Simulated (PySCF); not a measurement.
C4H11NSi (SMILES CN(C)[SiH]1CC1)

Input file:

```
{"job": {"kind": "nmr", "xc": "PBE0", "basis": "pcSseg-1"}, "charge": 0, "multiplicity": 1}
C     -1.588982    -1.279853    -0.067667
N     -0.844363    -0.043817    -0.044007
C     -1.704974     1.113258    -0.105194
Si     0.676668     0.040703     0.748070
C      2.049606     0.873388    -0.222365
C      2.136508    -0.664348    -0.197008
H     -2.247827    -1.381013     0.804256
H     -0.899888    -2.120154    -0.082021
H     -2.210882    -1.315836    -0.966361
H     -2.323902     1.063128    -1.005400
H     -1.101180     2.016030    -0.143302
H     -2.373656     1.175251     0.762628
H      0.743288     0.057461     2.205836
H      2.841221     1.391763     0.297894
H      1.858446     1.313334    -1.190423
H      2.005544    -1.155934    -1.149975
H      2.977374    -1.071332     0.345128
```

Launched as:

```sh
OMP_NUM_THREADS=1 python probes_run.py task.json out
```

Geometry: GFN2-xTB.

The calculation used PBE0/pcSseg-1, SCF density, gas phase, non-relativistic in PySCF.

### What will maps of the electron density and electron localisation function show?

C–N (1.44 Å): ρ at the midpoint is about 1.9 e/Å³; the ELF peaks at about 0.90 between the atoms; a shared electron pair.
C–C (1.54 Å): ρ is about 1.5 e/Å³ halfway; the ELF peaks at about 0.90 between the atoms: a covalent bond.
C–H (1.09 Å): ρ is about 2 e/Å³ halfway; the ELF climbs to about 1 towards the hydrogen, as it does in any bond to H; a covalent bond by its length.

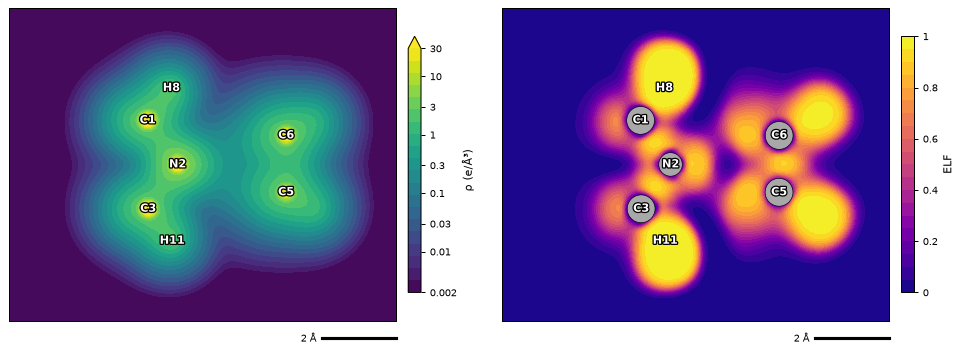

Computed electron density and electron localisation function on the plane of atoms N2, C1 and H8, in this order. Grey discs cover the atomic cores in the ELF map. 
